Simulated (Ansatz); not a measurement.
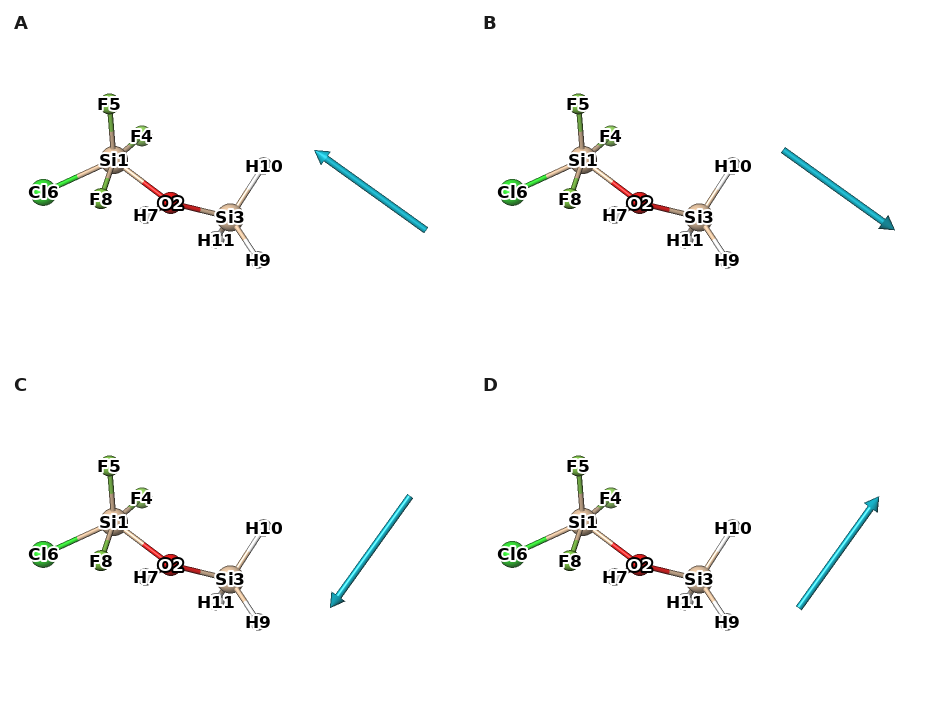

The same molecule four times, each with an arrow. Computed geometry: PBE0-D4/def2-TZVP saddle-point search. Level of theory: RKS PBE0-D4/def2-TZVP (Ansatz 0.2.0).

> Which arrow points along the dipole moment, from the negative to the positive end?

B. The dipole moment is 4.18 D; it points from the side of F5, Cl6 to the side of H9 (the outermost atoms at the two ends).
